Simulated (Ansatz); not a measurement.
## Sensitivity of the G0W0 gap of Ga2S3 (Imm2)

Aim: change settings of a G0W0 run on Ga2S3 (Imm2) and see what moves.

Main program and level: Ansatz 0.2.0; G0W0 on LDA, plane waves, PAW; PAW set soft_1.

### 1. The starting structure

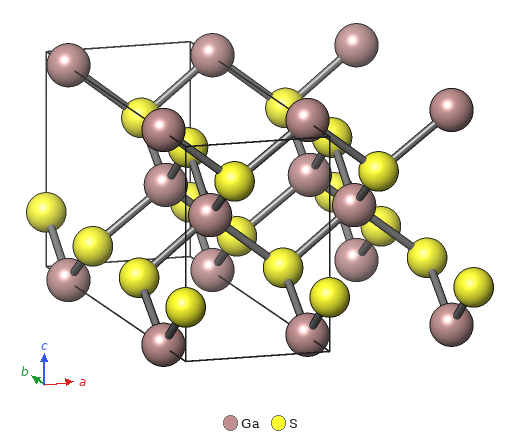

The starting structure, seen slightly off an axis (gallium pink, sulfur yellow). 2×1×1 cells are drawn. This picture shows the conventional cell, with its axes. Some periodic images of atoms are drawn too.

The cell and positions are those that the Materials Project relaxed with its own functionals (PBE, PBE+U or r2SCAN), kept fixed.

### 2. The base run: 4×4×4 mesh, 248 empty bands, screening to 100 eV, plasmon pole, PAW set soft_1 files

Now the one-shot GW correction: screening in the RPA, then the self-energy of the levels asked for. This step takes PAW set soft_1 files.

The input, input.yaml:

```yaml
crystal:
  lattice:
    - [-1.83633776, 5.57061928, 2.67305246]
    - [1.83633776, -5.57061928, 2.67305246]
    - [1.83633776, 5.57061928, -2.67305246]
  atoms:
    - { symbol: Ga, position: [0.16642079, 0.00736566, 0.15905513] }
    - { symbol: Ga, position: [0.84831053, 0.00736566, 0.84094487] }
    - { symbol: S, position: [0.90747666, 0.24172383, 0.66575283] }
    - { symbol: S, position: [0.575971, 0.24172383, 0.33424717] }
    - { symbol: S, position: [0.25182003, 0.25182003, 0.0] }
kpoints:
  mp_grid: { grid: [4, 4, 4] }
hamiltonian:
  xc: lda
  pseudopotentials: { kind: paw, azcp: { folder: soft_1 }, xc_functional: pbe }
scf:
  occupations: { method: fixed }
gw:
  n_empty_bands: 248
  ecut_chi: 100
  qp_bands: [v2, c2]
  qp_kpoints: band_edges
  screening: { model: godby_needs }
```

Launch:

```bash
$ ansatz run input.yaml --threads 2 --pin off --max-ram 92160MiB --backend cuda --events-out ev --progress --plain --runs-dir out --devices 1 --max-vram 13GiB
```

Numbers of over 12 decimals in the logs are rounded to 6 here.

The program printed:

```text
GPUs: using 1 of 1 available (devices: 1).
Engine: ansatz 0.2.0, x86_64-unknown-linux-gnu
Pseudopotentials: kind: paw
Pseudopotential: Ga, paw, valence charge 13, recommended cutoff 420 eV (normal), soft_1/Ga.paw.azcp
Pseudopotential: S, paw, valence charge 6, recommended cutoff 420 eV (normal), soft_1/S.paw.azcp
Functional definition: SPW92
  exchange = slater_x
  correlation = pw_c
device memory: the entry about to start is reckoned to put 1.3 GiB on a device that reports 50.0 GiB free (of which the cap on the GPU budget leaves the run 13.0 GiB)
GPU FFT provider: cuFFT
GPU libraries: cuBLAS 13.8.2, cuFFT 12.4.0, cuSOLVER 12.3.4
Crystal: 5 atoms, lattice volume = 109.376 Å³
Basis set: ecut = 420 eV, 2133 PW (Γ)
Bands: 27, of which v1, the nominal top of the filled ones, is band 22 counted from 1 (21 counted from 0)
Symmetry: 4 space group operations
Space group: Imm2 (ITA 44), of the structure as read, at distance tolerance 4.8e-5 Å
k-points: 18 of 64 (time reversal used)
Non-local potential: Ga, projectors of the file, l = 0: 2, l = 1: 2, l = 2: 3, l = 3: 1
Non-local potential: S, projectors of the file, l = 0: 2, l = 1: 2, l = 2: 1
PAW form: soft (Blöchl's): semilocal exchange-correlation on the pseudo side does not see the compensation charge
PAW frozen core: Ga, regenerated for the run's functional, and the local potential with it (the file was generated under x = pbe(κ = 0.804, μ = 0.219515), c = pbe(β = 0.066725))
PAW frozen core: S, regenerated for the run's functional, and the local potential with it (the file was generated under x = pbe(κ = 0.804, μ = 0.219515), c = pbe(β = 0.066725))
PAW one-centre angular grid: Ga, 590 points (default); XC on 64 Gauss nodes
PAW one-centre angular grid: S, 110 points (default); XC on 64 Gauss nodes
Initial density: superposition of atomic densities (chi_scale 0.1, normalization cell, long waves kept (reshape's long-wave potential 0.05 eV rms))
Initial wavefunctions: pseudopotential atomic-orbital guess
GPU buffer pool allocated for 91125 grid points (all kernels)
GPU transforms: local potential and band sums: pruned to the plane-wave sphere, on 45×45×45
Functional: x = slater, c = lda
SCF iter   1: F=—  HF=-10026.405314 eV  |F-HF|=—  |Δ(HF+E_count)|=         —  Δρ=4.82e-2  dr2=1.66e0  ethr=3.10e-3  ⟨swp⟩=5.0  Hψ=1962  notcnv=0  defer=51
preconditioner: auto → Resta (q_TF=auto, 2.344 Å⁻¹)  ε∞=3.7  [insulator: Δε(μ)=1.680 eV  Ē_g=14.274 eV  n_scr=20 (ndim 8)  ℏωp=23.6 eV  f_vac=0.000  ε∞_Penn≈3.7]
SCF iter   2: F=—  HF=-10025.981974 eV  |F-HF|=—  |Δ(HF+E_count)|=   4.23e-1  Δρ=2.24e-2  dr2=4.01e-1  ethr=3.10e-3  ⟨swp⟩=3.0  Hψ=1063  notcnv=0  defer=52
SCF iter   3: F=—  HF=-10025.840784 eV  |F-HF|=—  |Δ(HF+E_count)|=   1.41e-1  Δρ=5.98e-3  dr2=3.20e-2  ethr=9.11e-4  ⟨swp⟩=2.2  Hψ=915  notcnv=0  defer=52
[...]
E_band       = -200.734203
  E_kinetic    = 540.528212
  E_local      = -4060.316118  (includes V_loc(G=0)·N_el)
  E_nonlocal   = -73.004626
  E_hartree    = 2304.887803
  E_xc         = -388.845057
  E_vxc        = -359.366366  (∫ρ·V_xc dr)
  E_paw        = -5566.016089  (= ΣΔE_a)
  E_vpaw       = -858.349661  (= ΣTr[D̂ρ^β])
  E_aug_tail   = -0.000422  (compensation charges beyond the density's cutoff)
  E_ewald      = -2786.967918
  E_core_change = 3.916556  (= ΣΔE_core)
  E_smearing   = -0.000000  (= −TS)
  E_closure    = 0.000000  (closes the sum)
  Σ components = -10025.817659   (vs F -10025.817659, Δ=0.00e0)
--- Band table (eV; the first three rows and the last of 18) ---
  k-point 0: bands = [... 18 lower, 3.2905, 4.4218, 4.4980, 5.3788, 6.7587, 7.9377, 9.4786, 10.5210, ... 1 higher]
  k-point 1: bands = [... 18 lower, 2.5363, 3.6329, 3.9167, 4.3308, 8.1935, 9.1559, 9.4922, 9.7085, ... 1 higher]
  k-point 2: bands = [... 18 lower, 2.9359, 2.9545, 3.3958, 3.6351, 7.7277, 7.8402, 8.6865, 9.3800, ... 1 higher]
  k-point 17: bands = [... 18 lower, 3.2690, 3.4788, 3.5553, 5.5098, 7.5066, 7.7481, 7.8126, 10.2466, ... 1 higher]
--- G₀W₀: ω_p = 23.5517 eV, 64 q-points, 248 empty bands' worth ---
  eigenvalues of the whole cell's RPA ε∞ on this k-mesh (on a slab, of 1 + 4πα/V) = 5.9395, 6.1795, 7.2845; static W/v taken at q = 0 is 0.150572
  GN-PPA: 1039026/3918425 pairs with Re ω̃² < 0 across q-mesh
  gw.qp_kpoints: band_edges: 10 of 18 stored k-points solved, in 1 pass; an edge of the gap read off the rows below is read off those points alone
    valence top: of the k-points left out ik 3 came nearest to being solved in a further pass, in band 22 (counted from 1, as in the quasiparticle table): it holds the edge there only if its correction is more favourable than any solved in that band by at least 0.901 eV; those differ by 0.073 eV
    conduction bottom: of the k-points left out ik 3 came nearest to being solved in a further pass, in band 23 (counted from 1, as in the quasiparticle table): it holds the edge there only if its correction is more favourable than any solved in that band by at least 0.749 eV; those differ by 0.371 eV
    ik  band        ε_KS         Σx   Σc(E_QP)       V_xc       Z   E_QP_lin       E_QP  E_QP is
     0    21      4.4980   -19.0445     2.0064   -16.5473  0.7742     4.0057     4.0072  root
     0    22      5.3788   -18.6890     2.3607   -15.7460  0.7686     4.7940     4.7965  root
     0    23      6.7587   -10.2393    -3.7340   -14.8055  0.7982     7.5949     7.5909  root
     0    24      7.9377    -8.1776    -4.2039   -13.1679  0.8026     8.7284     8.7241  root
     2    21      3.3958   -17.9781     2.5447   -14.8254  0.7700     2.7835     2.7878  root
     2    22      3.6351   -17.5981     2.5848   -14.3577  0.7689     2.9746     2.9796  root
     2    23      7.7277    -6.7332    -3.7945   -11.0600  0.8132     8.2619     8.2600  root
     2    24      7.8402    -9.0843    -3.9214   -13.8655  0.7989     8.7048     8.7000  root
[...]
17    21      3.5553   -19.2705     2.1514   -16.6294  0.7760     3.0645     3.0656  root
    17    22      5.5098   -18.8299     2.3951   -15.8507  0.7680     4.9231     4.9257  root
    17    23      7.5066    -7.2647    -3.9900   -11.8986  0.8096     8.1533     8.1506  root
    17    24      7.7481   -10.5675    -4.1226   -15.6530  0.7905     8.7163     8.7109  root
[key lines of the parts left out:]
SCF converged after 9 iterations
Free energy (F): -10025.817659 eV
Fermi energy:    5.509839 eV
```

Run time: 29 s. Hardware: 1 × NVIDIA H100 80GB HBM3 (shared by 6 runs) with 2 threads of AMD EPYC 7R13 (Zen 3), shared host; peak memory 1.6 GiB.

The column dr2 measures how far the density is from self-consistency, as an energy; F and HF (Harris–Foulkes) agree once it is small.

This step gave:

| Item | Value |
| --- | --- |
| bands summed | 270 |
| plasmon-pole fit frequency | 23.55 eV |
| RPA ε∞ on this mesh (eigenvalues) | 5.940, 6.179, 7.284 |
| plane waves in the screening matrix | 239 |
| q-points in the mesh | 64 |
| G0W0 gap on the mesh | 2.665 eV |
| k of the valence top | -0.5, -0.5, -0.5 |
| k of the conduction bottom | 0, 0, 0 |
| starting gap on the mesh | 1.249 eV |
| Z at the valence top | 0.7680 |
| Z at the conduction bottom | 0.7982 |
| least direct G0W0 gap on the computed points | 2.794 eV |

The gap on the mesh goes from 1.25 eV to 2.67 eV, a correction of +1.42 eV. Between the two edge states, bare exchange in place of the xc potential would open the gap by 7.55 eV, and correlation takes back 6.13 eV.

### 3. Variant: plasmon pole at a typed frequency

input.yaml: that of step 2 with these lines changed.

```diff
@@ -24 +24,2 @@
   screening: { model: godby_needs }
+  plasmon_pole_fit_frequency: 15
```

The program printed:

```text
GPUs: using 1 of 1 available (devices: 1).
[...]
GPU FFT provider: cuFFT
GPU libraries: cuBLAS 13.8.2, cuFFT 12.4.0, cuSOLVER 12.3.4
Crystal: 5 atoms, lattice volume = 109.376 Å³
Basis set: ecut = 420 eV, 2133 PW (Γ)
Bands: 27, of which v1, the nominal top of the filled ones, is band 22 counted from 1 (21 counted from 0)
[... 1 set-up line as in the run before ...]
[...]
k-points: 18 of 64 (time reversal used)
[...]
GPU buffer pool allocated for 91125 grid points (all kernels)
[...]
SCF iter   1: F=—  HF=-10026.405314 eV  |F-HF|=—  |Δ(HF+E_count)|=         —  Δρ=4.82e-2  dr2=1.66e0  ethr=3.10e-3  ⟨swp⟩=5.0  Hψ=1962  notcnv=0  defer=51
[...]
SCF iter   9: F=-10025.817659 eV  HF=-10025.817659 eV  |F-HF|=1.18e-8  |Δ(HF+E_count)|=   1.18e-7  Δρ=4.45e-6  dr2=3.27e-8  ethr=2.27e-10  ⟨swp⟩=10.6  Hψ=2349  notcnv=0
SCF 1 converged in 9 iterations: F = -10025.817659 eV  dr2 = 3.27e-8
[...]
NSCF: frozen V_eff on 18 k-points, pencils in batches of 32, up to order 108
[...]
NSCF: frozen V_eff on 18 k-points
G₀W₀ screening: q 1/18
[... further progress lines ...]
[...]
SCF converged after 9 iterations
Free energy (F): -10025.817659 eV
[...]
Internal energy: -10025.817659 eV  (E = F + TS)
E sigma→0 (E₀):  -10025.817659 eV
Fermi energy:    5.509839 eV
[...]
--- Band table (eV; the first three rows and the last of 18) ---
  k-point 0: bands = [... 18 lower, 3.2905, 4.4218, 4.4980, 5.3788, 6.7587, 7.9377, 9.4786, 10.5210, ... 1 higher]
  k-point 1: bands = [... 18 lower, 2.5363, 3.6329, 3.9167, 4.3308, 8.1935, 9.1559, 9.4922, 9.7085, ... 1 higher]
  k-point 2: bands = [... 18 lower, 2.9359, 2.9545, 3.3958, 3.6351, 7.7277, 7.8402, 8.6865, 9.3800, ... 1 higher]
  k-point 17: bands = [... 18 lower, 3.2690, 3.4788, 3.5553, 5.5098, 7.5066, 7.7481, 7.8126, 10.2466, ... 1 higher]
--- G₀W₀: ω_p = 15.0000 eV, 64 q-points, 248 empty bands' worth ---
[...]
GN-PPA: 999204/3918425 pairs with Re ω̃² < 0 across q-mesh
[...]
0    21      4.4980   -19.0445     2.0662   -16.5473  0.7649     4.0657     4.0670  root
     0    22      5.3788   -18.6890     2.4282   -15.7460  0.7583     4.8617     4.8640  root
     0    23      6.7587   -10.2393    -3.6938   -14.8055  0.7901     7.6360     7.6311  root
     0    24      7.9377    -8.1776    -4.1639   -13.1679  0.7942     8.7696     8.7641  root
     2    21      3.3958   -17.9781     2.6146   -14.8254  0.7570     2.8549     2.8577  root
     2    22      3.6351   -17.5981     2.6580   -14.3577  0.7568     3.0496     3.0528  root
     2    23      7.7277    -6.7332    -3.7505   -11.0600  0.8053     8.3064     8.3040  root
     2    24      7.8402    -9.0843    -3.8806   -13.8655  0.7903     8.7466     8.7408  root
[...]
17    21      3.5553   -19.2705     2.2113   -16.6294  0.7673     3.1240     3.1254  root
    17    22      5.5098   -18.8299     2.4623   -15.8507  0.7578     4.9905     4.9929  root
    17    23      7.5066    -7.2647    -3.9466   -11.8986  0.8016     8.1975     8.1940  root
    17    24      7.7481   -10.5675    -4.0875   -15.6530  0.7819     8.7535     8.7460  root
```

Run time: 34 s. Hardware: 1 × NVIDIA H100 80GB HBM3 (shared by 6 runs) with 2 threads; peak memory 1.6 GiB.

The G0W0 gap on the mesh is 2.638 eV.

Against the base:

| setting | base | variant |
| --- | --- | --- |
| plasmon pole fit frequency | - | 15 |

```
                                    quantity  variant   base
                    starting gap on the mesh    1.249  1.249
                        G0W0 gap on the mesh    2.638  2.665
least direct G0W0 gap on the computed points    2.767  2.794
                        Z at the valence top    0.758  0.768
                  Z at the conduction bottom    0.790  0.798
```

### 4. Outcome

```json
{
 "base": "2.67 eV, 29 s",
 "plasmon pole at a typed frequency": "2.64 eV, 34 s"
}
```

Plasmon pole at a typed frequency: the gap moves by −0.03 eV. All runs here use a coarse mesh and modest cutoffs; they test settings and are not final values. The many-body steps are scalar-relativistic: spin-orbit coupling is not in them.

[Paths, hosts, dates, memory and timing lines, banners, echoed tables and standing remarks are left out of the program output.]

[Logs are printed without paths, hosts, clocks, repeated set-up lines and the standing remarks that a program may print on its own settings, such as how far it seeks lower states.]

[Runs of the session that timed out or met a known fault of the program may be left out.]

[Cells called generated may have been cut or substituted from an entry of the Crystallography Open Database or the Materials Project.]

[Hosts, paths, dates, database ids (printed as entryN), source tags and the programs' standing remarks are cut or masked in the printed files.]
